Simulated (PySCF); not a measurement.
```tsv
atom	x (Å)	y (Å)	z (Å)
B	3.3330	0.6162	0.1698
C	1.8431	0.2689	0.1123
C	1.3954	-1.0730	0.2289
C	0.0638	-1.3820	0.2038
C	-0.9225	-0.3709	0.0596
C	-2.3022	-0.7491	0.0554
C	-3.3585	0.0909	-0.0317
C	-0.4794	0.9708	-0.0734
C	0.8536	1.2742	-0.0493
H	3.8535	0.8553	1.1883
H	3.9803	0.6503	-0.8023
H	2.1281	-1.8572	0.3430
H	-0.2524	-2.4104	0.2981
H	-2.4940	-1.8121	0.1379
H	-4.3660	-0.2914	-0.0220
H	-3.2567	1.1610	-0.1064
H	-1.1991	1.7642	-0.1970
H	1.1713	2.3008	-0.1515
```

Geometry: GFN2-xTB.

The calculation used UKS B3LYP, pcH-1 on B C H, non-relativistic, mean-field spin-orbit, GIAO in PySCF 2.14.0, density-fitted response routines.

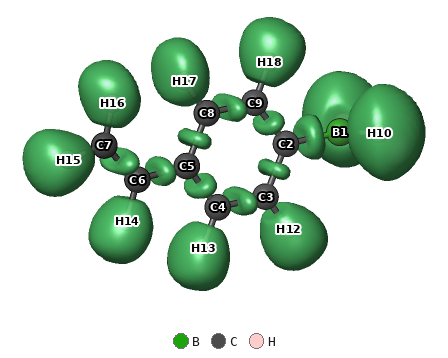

C8H9B (SMILES BC1=CC=C(C=C)[CH][CH+]1) (charge +1, doublet). Isosurface of the ELF at 0.85 (green), seen at a tilt. Only the valence region is drawn (cores and ρ < 0.01 e/Å³ removed).

Identify the bonds, lone pairs and shells in this picture.

Answer. At this value the surface marks out one region between bonded B–C atoms (shared pairs), eight regions between bonded C–C atoms (shared pairs) and nine regions around hydrogen nuclei.

Values along the shortest contacts:
C–C (1.35 Å): the ELF peaks at about 0.95 between the atoms: localised, covalent bonding. C–B (1.53 Å): the ELF peaks at about 1 between the atoms (a covalent bond).
